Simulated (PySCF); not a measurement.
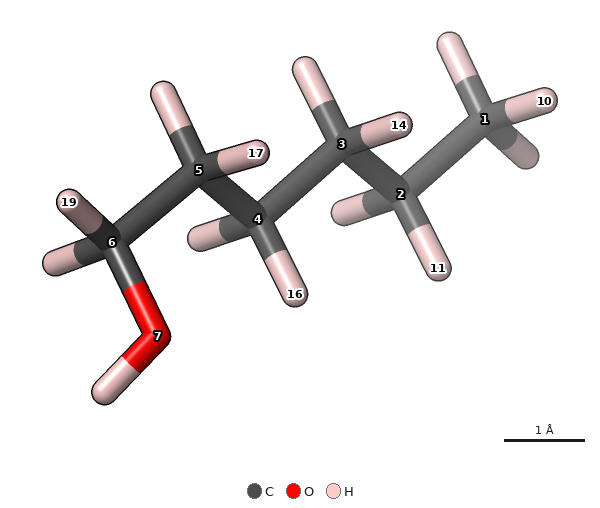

*The structure as given in the input (stick view, seen at a tilt; atoms are numbered from 1 in the order of the input).*

# Run report: C6H14O, geometry relaxation (part 1 of 2)

C6H14O, computed with PBE0-D3(BJ)/def2-SVP geometry optimisation from a GFN2-xTB Hessian, gas phase (PySCF 2.14.0).

## Log
```
step      E/eV     max force
  0     -8481.87685   1.1306
  1     -8481.95058   0.2126
  2     -8481.95358   0.5254
  3     -8481.95570   0.1863
  4     -8481.95781   0.2739
  5     -8481.95905   0.2363
  6     -8481.96009   0.1173
  7     -8481.96062   0.2654
  8     -8481.96129   0.1121
  9     -8481.96143   0.0257
 10     -8481.96143   0.0313
 11     -8481.96142   0.0088
```

## Trajectory as extended XYZ (Å, eV, eV/Å), 12 frames, from step=0 to step=11
```
21
Properties=species:S:1:pos:R:3:forces:R:3 step=0 energy=-8481.87685
C     3.3420   -0.1130    0.5394   -0.1870   0.0980   0.3540
C     1.8924    0.0819    0.9546    0.3400  -0.2110  -0.7840
C     0.9381   -0.1535   -0.2159   -0.3890   0.2610   1.0290
C    -0.5193    0.0433    0.2060    0.2710  -0.1980  -0.9430
C    -1.4743   -0.1943   -0.9676   -0.3440   0.2820   0.9530
C    -2.9350   -0.0372   -0.5630    0.1900   0.8750  -0.1270
O    -3.1855    1.3019   -0.1615   -0.2090  -0.1820   0.4240
H     4.0068    0.0602    1.3914    0.2590   0.0080   0.0950
H     3.5127   -1.1317    0.1769    0.0800  -0.1970  -0.1070
H     3.6197    0.5861   -0.2559    0.0970   0.1110  -0.1830
H     1.7631    1.0992    1.3419   -0.1340   0.1940   0.1180
H     1.6566   -0.6092    1.7722   -0.1450  -0.1020   0.2000
H     1.0747   -1.1709   -0.6023    0.0670  -0.2140  -0.1310
H     1.1807    0.5375   -1.0325    0.0640   0.1160  -0.2030
H    -0.7619   -0.6491    1.0212   -0.0500  -0.1470   0.2150
H    -0.6516    1.0599    0.5950   -0.1390   0.1370   0.0520
H    -1.2406    0.5216   -1.7650   -0.0490   0.0880  -0.2180
H    -1.3209   -1.2025   -1.3695   -0.0060  -0.2020  -0.1330
H    -3.5854   -0.2688   -1.4124   -0.2190  -0.3500  -0.3150
H    -3.1868   -0.7074    0.2651    0.0500  -0.4750   0.1430
H    -3.9207    1.2764    0.4744    0.4500   0.1070  -0.4380
21
Properties=species:S:1:pos:R:3:forces:R:3 step=1 energy=-8481.95058
C     3.3675   -0.0911    0.5541    0.0390  -0.0360  -0.0840
C     1.9096    0.0779    0.9435   -0.0890   0.0600   0.1560
C     0.9344   -0.1534   -0.2012    0.0540  -0.0710  -0.1930
C    -0.5259    0.0044    0.1889   -0.0380   0.0610   0.1810
C    -1.5041   -0.2126   -0.9546    0.0580  -0.0230  -0.1560
C    -2.9513   -0.0055   -0.5564    0.0300  -0.1590   0.0630
O    -3.1239    1.3233   -0.1316   -0.1410  -0.0570   0.1290
H     4.0420    0.0854    1.4061   -0.0120   0.0010  -0.0030
H     3.5643   -1.1103    0.1797    0.0010   0.0440   0.0090
H     3.6513    0.6128   -0.2464   -0.0030  -0.0250   0.0210
H     1.7486    1.0943    1.3507    0.0090  -0.0670  -0.0170
H     1.6646   -0.6150    1.7707    0.0120   0.0400  -0.0360
H     1.0962   -1.1682   -0.6173   -0.0060   0.0750   0.0190
H     1.1702    0.5459   -1.0272   -0.0150  -0.0420   0.0430
H    -0.7611   -0.7033    1.0086    0.0050   0.0440  -0.0430
H    -0.6966    1.0147    0.6033    0.0130  -0.0810  -0.0220
H    -1.2666    0.4847   -1.7803   -0.0200  -0.0440   0.0480
H    -1.3889   -1.2325   -1.3685   -0.0370   0.0760   0.0280
H    -3.6146   -0.2484   -1.4134    0.0380   0.0420   0.0200
H    -3.2070   -0.7258    0.2519    0.0270   0.0840  -0.0570
H    -3.9042    1.3533    0.4319    0.0750   0.0790  -0.1070
21
Properties=species:S:1:pos:R:3:forces:R:3 step=2 energy=-8481.95358
C     3.3709   -0.0991    0.5517    0.0120  -0.0090  -0.0130
C     1.9121    0.0668    0.9453   -0.0120   0.0230   0.0270
C     0.9392   -0.1471   -0.2063    0.0180  -0.0160  -0.0370
C    -0.5193    0.0090    0.1939   -0.0120   0.0110   0.0290
C    -1.5017   -0.1984   -0.9488    0.0320  -0.0500  -0.0170
C    -2.9461   -0.0154   -0.5355   -0.0720  -0.0730  -0.0560
O    -3.1484    1.3240   -0.1647   -0.4150   0.0680   0.3150
H     4.0457    0.0690    1.4054   -0.0100  -0.0030  -0.0100
H     3.5682   -1.1134    0.1671   -0.0020   0.0150   0.0030
H     3.6547    0.6122   -0.2413   -0.0050  -0.0070   0.0090
H     1.7520    1.0759    1.3666    0.0070  -0.0200  -0.0080
H     1.6652   -0.6366    1.7612    0.0070   0.0070  -0.0120
H     1.0988   -1.1545   -0.6362   -0.0070   0.0240   0.0090
H     1.1747    0.5630   -1.0208   -0.0040  -0.0070   0.0130
H    -0.7522   -0.7059    1.0060    0.0040   0.0130  -0.0180
H    -0.6881    1.0131    0.6183    0.0100  -0.0070   0.0030
H    -1.2810    0.5114   -1.7655   -0.0070  -0.0010   0.0030
H    -1.3829   -1.2097   -1.3769   -0.0030   0.0110   0.0180
H    -3.6129   -0.3101   -1.3749    0.0440   0.0420   0.0530
H    -3.1702   -0.7034    0.3057    0.0050  -0.0120  -0.0160
H    -3.9743    1.3799    0.3420    0.4090  -0.0080  -0.2940
21
Properties=species:S:1:pos:R:3:forces:R:3 step=3 energy=-8481.95570
C     3.3668   -0.0915    0.5503   -0.0280   0.0250   0.0620
C     1.9067    0.0725    0.9461    0.0710  -0.0460  -0.1160
C     0.9378   -0.1549   -0.2076   -0.0400   0.0530   0.1390
C    -0.5209    0.0022    0.1960    0.0250  -0.0510  -0.1330
C    -1.4999   -0.2090   -0.9500   -0.0450   0.0240   0.1050
C    -2.9451   -0.0126   -0.5423   -0.0020   0.1360  -0.0300
O    -3.1311    1.3226   -0.1365    0.1770  -0.0410  -0.0410
H     4.0410    0.0822    1.4032    0.0030  -0.0030  -0.0080
H     3.5671   -1.1053    0.1698   -0.0020  -0.0280  -0.0090
H     3.6479    0.6171   -0.2447   -0.0010   0.0170  -0.0150
H     1.7434    1.0819    1.3590   -0.0060   0.0490   0.0120
H     1.6632   -0.6254    1.7653   -0.0050  -0.0310   0.0240
H     1.1000   -1.1622   -0.6291    0.0060  -0.0570  -0.0180
H     1.1702    0.5501   -1.0247    0.0080   0.0330  -0.0310
H    -0.7547   -0.7093    1.0079   -0.0010  -0.0320   0.0310
H    -0.6885    1.0055    0.6160   -0.0070   0.0630   0.0230
H    -1.2722    0.4915   -1.7704    0.0170   0.0330  -0.0330
H    -1.3915   -1.2237   -1.3669    0.0220  -0.0500  -0.0180
H    -3.6049   -0.2637   -1.3957   -0.0390  -0.0340  -0.0210
H    -3.1887   -0.7170    0.2756   -0.0200  -0.0610   0.0460
H    -3.9418    1.3798    0.3712   -0.1330   0.0010   0.0330
21
Properties=species:S:1:pos:R:3:forces:R:3 step=4 energy=-8481.95781
C     3.3683   -0.0810    0.5470   -0.0190   0.0030   0.0230
C     1.9085    0.0715    0.9460    0.0320  -0.0170  -0.0480
C     0.9366   -0.1596   -0.2037   -0.0200   0.0170   0.0540
C    -0.5226   -0.0105    0.1997    0.0110  -0.0170  -0.0440
C    -1.5018   -0.2224   -0.9453   -0.0380   0.0320   0.0170
C    -2.9468   -0.0037   -0.5447    0.0630   0.0830   0.0320
O    -3.1029    1.3286   -0.1145   -0.2210  -0.0950   0.1310
H     4.0435    0.0947    1.3983    0.0040   0.0000   0.0000
H     3.5743   -1.0931    0.1631   -0.0020  -0.0080  -0.0040
H     3.6426    0.6318   -0.2471   -0.0020   0.0080  -0.0080
H     1.7390    1.0799    1.3618    0.0000   0.0160   0.0040
H     1.6723   -0.6300    1.7652   -0.0010  -0.0150   0.0110
H     1.1035   -1.1667   -0.6271    0.0040  -0.0240  -0.0080
H     1.1644    0.5477   -1.0214    0.0010   0.0130  -0.0130
H    -0.7532   -0.7244    1.0113    0.0010  -0.0160   0.0180
H    -0.6942    0.9927    0.6220    0.0010   0.0170   0.0050
H    -1.2626    0.4697   -1.7715    0.0080   0.0050  -0.0030
H    -1.4023   -1.2426   -1.3539    0.0090  -0.0120  -0.0090
H    -3.6069   -0.2261   -1.4060   -0.0240  -0.0220  -0.0210
H    -3.2106   -0.7210    0.2592   -0.0080   0.0040   0.0080
H    -3.9445    1.3947    0.3543    0.2000   0.0270  -0.1420
21
Properties=species:S:1:pos:R:3:forces:R:3 step=5 energy=-8481.95905
C     3.3723   -0.0858    0.5433    0.0100  -0.0120  -0.0280
C     1.9148    0.0631    0.9472   -0.0310   0.0240   0.0460
C     0.9371   -0.1531   -0.1995    0.0210  -0.0250  -0.0590
C    -0.5213   -0.0063    0.2049   -0.0120   0.0240   0.0600
C    -1.5027   -0.2134   -0.9386    0.0200  -0.0120  -0.0360
C    -2.9481   -0.0065   -0.5381   -0.0160  -0.0640   0.0010
O    -3.1252    1.3301   -0.1456   -0.1810   0.0590   0.1400
H     4.0505    0.0830    1.3935    0.0010   0.0000   0.0030
H     3.5770   -1.0955    0.1504   -0.0030   0.0150   0.0020
H     3.6438    0.6337   -0.2466   -0.0030  -0.0070   0.0080
H     1.7473    1.0682    1.3756    0.0090  -0.0270  -0.0090
H     1.6805   -0.6479    1.7605    0.0060   0.0120  -0.0150
H     1.1014   -1.1577   -0.6345   -0.0080   0.0290   0.0100
H     1.1647    0.5620   -1.0123   -0.0040  -0.0140   0.0150
H    -0.7496   -0.7252    1.0146    0.0020   0.0120  -0.0140
H    -0.6924    0.9958    0.6341    0.0060  -0.0250  -0.0120
H    -1.2677    0.4853   -1.7614   -0.0060  -0.0080   0.0120
H    -1.3954   -1.2308   -1.3547   -0.0030   0.0100   0.0050
H    -3.6083   -0.2694   -1.3901    0.0060   0.0110   0.0020
H    -3.1980   -0.7067    0.2863    0.0050   0.0070  -0.0050
H    -3.9759    1.4076    0.3036    0.1800  -0.0080  -0.1270
21
Properties=species:S:1:pos:R:3:forces:R:3 step=6 energy=-8481.96009
C     3.3721   -0.0819    0.5405    0.0030  -0.0070  -0.0100
C     1.9147    0.0596    0.9488   -0.0070   0.0100   0.0140
C     0.9366   -0.1550   -0.1983    0.0070  -0.0070  -0.0170
C    -0.5216   -0.0094    0.2084   -0.0020   0.0060   0.0160
C    -1.5024   -0.2166   -0.9360    0.0080  -0.0090  -0.0090
C    -2.9477   -0.0059   -0.5365   -0.0170  -0.0190  -0.0060
O    -3.1203    1.3332   -0.1466   -0.0890   0.0150   0.0750
H     4.0516    0.0844    1.3904    0.0000  -0.0010  -0.0010
H     3.5796   -1.0883    0.1411   -0.0020   0.0100   0.0010
H     3.6394    0.6434   -0.2455   -0.0030  -0.0060   0.0060
H     1.7448    1.0618    1.3819    0.0040  -0.0140  -0.0050
H     1.6847   -0.6560    1.7587    0.0030   0.0060  -0.0080
H     1.1007   -1.1580   -0.6352   -0.0030   0.0100   0.0030
H     1.1628    0.5621   -1.0091   -0.0010  -0.0050   0.0050
H    -0.7492   -0.7287    1.0173    0.0000   0.0040  -0.0040
H    -0.6927    0.9921    0.6374    0.0010  -0.0040  -0.0030
H    -1.2659    0.4806   -1.7591   -0.0030  -0.0020   0.0040
H    -1.3969   -1.2345   -1.3503   -0.0010   0.0030   0.0030
H    -3.6079   -0.2675   -1.3892    0.0090   0.0110   0.0100
H    -3.2003   -0.7034    0.2891    0.0020   0.0040  -0.0030
H    -3.9772    1.4184    0.2847    0.0910  -0.0040  -0.0730
21
Properties=species:S:1:pos:R:3:forces:R:3 step=7 energy=-8481.96062
C     3.3736   -0.0730    0.5313   -0.0040   0.0060   0.0070
C     1.9175    0.0507    0.9523    0.0150  -0.0120  -0.0200
C     0.9353   -0.1562   -0.1929   -0.0070   0.0080   0.0260
C    -0.5221   -0.0172    0.2203    0.0060  -0.0110  -0.0270
C    -1.5021   -0.2267   -0.9248   -0.0110   0.0060   0.0110
C    -2.9476   -0.0028   -0.5324    0.0070   0.0170  -0.0040
O    -3.1080    1.3398   -0.1470   -0.2390   0.0070   0.1110
H     4.0576    0.0833    1.3797   -0.0010  -0.0020  -0.0070
H     3.5860   -1.0703    0.1124   -0.0040   0.0050   0.0020
H     3.6296    0.6684   -0.2433   -0.0030  -0.0080   0.0080
H     1.7428    1.0448    1.4004    0.0000   0.0030   0.0010
H     1.6989   -0.6783    1.7531    0.0000   0.0020  -0.0040
H     1.1003   -1.1542   -0.6396    0.0000  -0.0070  -0.0020
H     1.1562    0.5687   -0.9976    0.0010   0.0030  -0.0030
H    -0.7456   -0.7387    1.0276   -0.0010  -0.0050   0.0070
H    -0.6955    0.9826    0.6504   -0.0010   0.0140   0.0050
H    -1.2594    0.4636   -1.7515    0.0010   0.0010  -0.0020
H    -1.4021   -1.2480   -1.3313    0.0020  -0.0060  -0.0020
H    -3.6043   -0.2584   -1.3888    0.0000  -0.0020   0.0050
H    -3.2114   -0.6955    0.2939   -0.0030   0.0010  -0.0020
H    -3.9951    1.4479    0.2203    0.2410  -0.0220  -0.1090
```
